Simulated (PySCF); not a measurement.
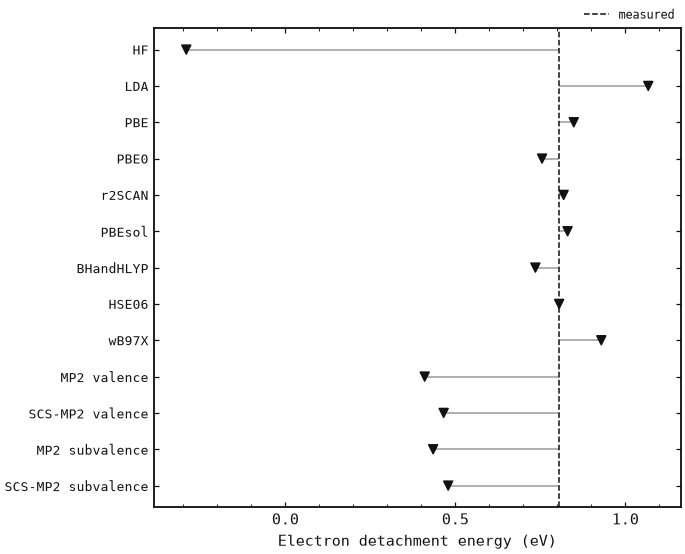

The electron detachment energy of As⁻ ([Ar] 3d¹⁰ 4s² 4p⁴ → [Ar] 3d¹⁰ 4s² 4p³) across levels of theory. PySCF, x2c-TZVPPall plus 1 diffuse shell for each l, spin-free X2C-1e, unrestricted single determinants, no spin-orbit coupling. Methods marked “valence” freeze 28 core electrons; methods marked “subvalence” freeze 10 core electrons.

Which methods come out highest, lowest and best?

The values run from −0.29 eV (HF) to 1.07 eV (LDA). The measured value is 0.80 eV; nearest to it come HSE06 (+0.00) and r2SCAN (+0.01), furthest HF (−1.10 eV). These values lack spin-orbit coupling; with the first-order correction of +0.067 eV added, BHandHLYP comes nearest (−0.00).

```
            Method  Electron detachment energy (eV)
                HF                            −0.29
               LDA                             1.07
               PBE                             0.85
              PBE0                             0.75
            r2SCAN                             0.82
            PBEsol                             0.83
         BHandHLYP                             0.74
             HSE06                             0.81
             wB97X                             0.93
       MP2 valence                             0.41
   SCS-MP2 valence                             0.47
    MP2 subvalence                             0.43
SCS-MP2 subvalence                             0.48
```

Known limits: highest occupied orbital is unbound.
